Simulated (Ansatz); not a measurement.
Consider AlH3S3.

The calculation's input:

```
crystal:
  periodic: [false, false, false]
  atoms:
    - symbol: Al
      position_ang: [-0.068198, -0.023695, -0.341219]
    - symbol: S
      position_ang: [-2.203442, 0.238873, 0.025562]
    - symbol: S
      position_ang: [1.461140, 0.113121, 1.214918]
    - symbol: S
      position_ang: [0.531116, -0.444380, -2.392215]
    - symbol: H
      position_ang: [-2.030606, 0.785939, 1.249417]
    - symbol: H
      position_ang: [0.579893, 0.047647, 2.237600]
    - symbol: H
      position_ang: [1.791398, -0.785503, -2.039664]
basis:
  gaussian: {orbitals: def2-TZVPD}
hamiltonian: {xc: pbe0}
output: {forces: true, orbitals: {seedname: orbitals}}
```

Run with:

```sh
ansatz run input.yaml --threads 2 --pin off --max-ram 5220MiB --events-out events.jsonl --progress --plain --runs-dir runs
```

Geometry: PBE0-D4/def2-SVP.

Level of theory: isolated molecule in a Gaussian basis; Kohn-Sham density functional theory, functional PBE0 in Ansatz 0.2.0.

### Predict the electron density and electron localisation function between the atoms.

Al–S (2.18 Å): the density is about 0.69 e/Å³ at the midpoint; the ELF peaks at about 0.90 in the valence shell of S, 1.0 Å from its nucleus, and is about 0.90 at the midpoint.

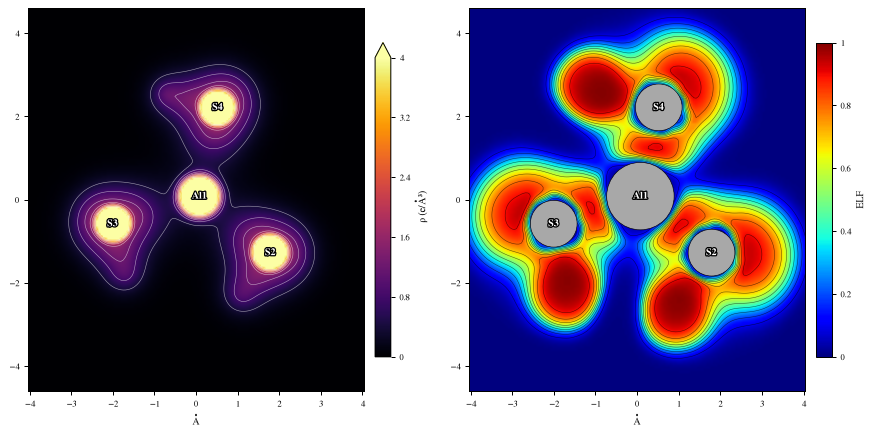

Computed electron density and electron localisation function on the plane of atoms S2, Al1 and S4, in this order. Grey discs cover the atomic cores in the ELF map. 
